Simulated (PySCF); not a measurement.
## A study: HO, charge −1, SMILES `[OH-]`

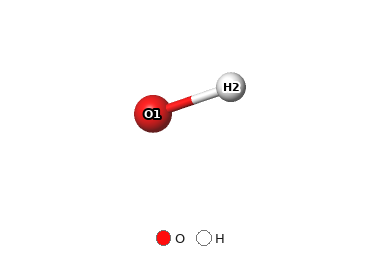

The molecule, with its atoms numbered as below. No frequency check shows the geometry to be a minimum.

Coordinates in Å:

```
O1       0.1088    0.0000    0.0000
H2      -0.8701    0.0000    0.0000
```

## 1. Bonding charge

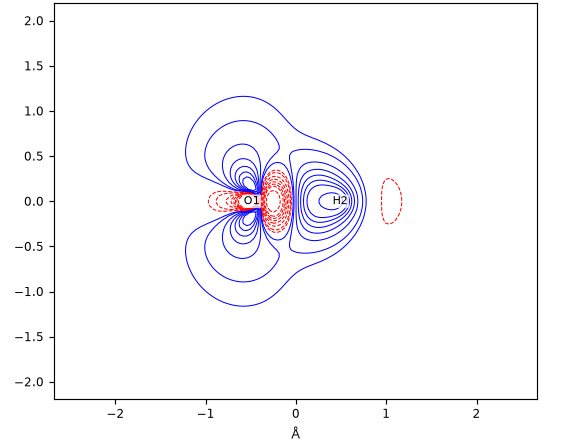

Deformation density (molecule less spherical, spin-averaged free atoms) in a plane that holds the bond; contours at ±0.05 to ±0.8 e/Å³; solid blue lines: gain, dashed red lines: loss.

Computed with PySCF, ωB97X/aug-cc-pVDZ, geometry: GFN2-xTB.

**Describe the bonding that the map shows.**

O1–H2: +0.82 e/Å³ at the bond critical point (bond length 0.98 Å). In all, 1.1 electrons gather in the regions of gain relative to the promolecule of neutral atoms (this includes the anion's extra charge).

**Where do the Hirshfeld charges lie?**

The highest Hirshfeld charge is on H2 (−0.13 e), the lowest on O1 (−0.87 e).

## 2. Local ionisation energy

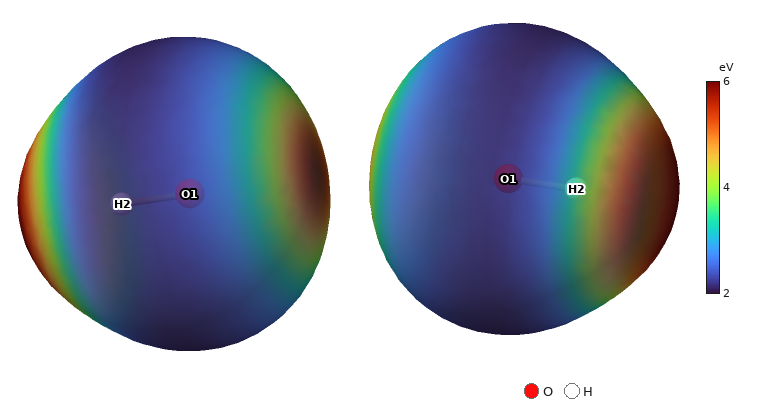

Average local ionisation energy on the surface of electron density 0.001 a.u. (back view left, front view right).

**Where are the most loosely bound electrons on this surface?**

The lowest value is 2.1 eV, off the O1–H2 bond (2.1 to 2.3 Å from its atoms), and at like points elsewhere. For comparison, the highest occupied orbital lies at −1.7 eV.

## 3. In an electric field

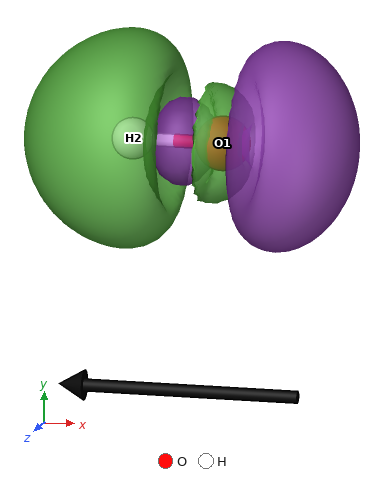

Change of the electron density in a uniform field of 0.15 V/Å along −x (arrow), surfaces at ±0.0008 e/Å³ (purple: gain, green: loss).

Level of theory: ωB97X/def2-SVPD (PySCF), at a geometry from GFN2-xTB.

The field was applied in both directions; the picture shows the one opposite to the script's first.

**What dipole is induced, and what polarisability does it imply?**

The induced dipole is 0.14 D (along the field); α along this axis, from the fields in both directions, is 19 bohr³ (2.8 Å³).

## 4. Localised orbitals

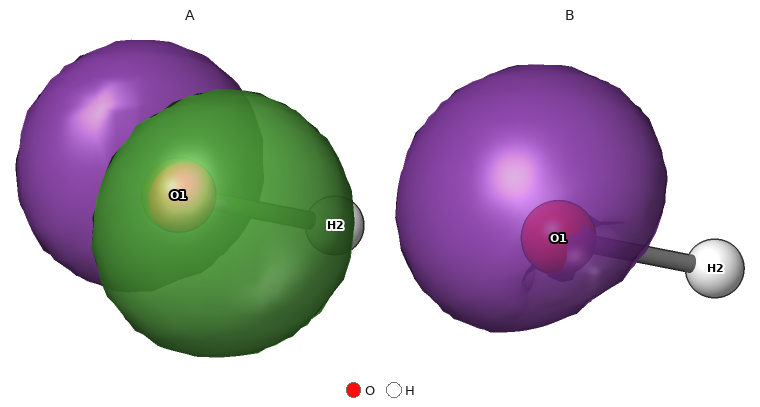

Intrinsic bond orbitals (IBO), occupied; each surface holds about 70 % of the orbital's density. Energies are diagonal elements of the Fock matrix.

Level of theory: TPSS/def2-SVP (PySCF), at a geometry from GFN2-xTB. The basis has no diffuse functions, which an anion needs.

**What does each orbital represent in a Lewis picture?**

By panel:
- A: lone pair on O1 (p-type) (O1 100 %; 5.9 eV)
- B: lone pair on O1 (sp0.4-type) (O1 100 %; −3.0 eV)

**How do all the valence pairs divide up?**

4 pairs: 3 lone pairs and 1 σ bond.

The PySCF runs shown took 1.8 s, 2.5 s and 1.6 s on 1 thread of Intel(R) Xeon(R) 6975P-C (Granite Rapids), with other jobs on the host.
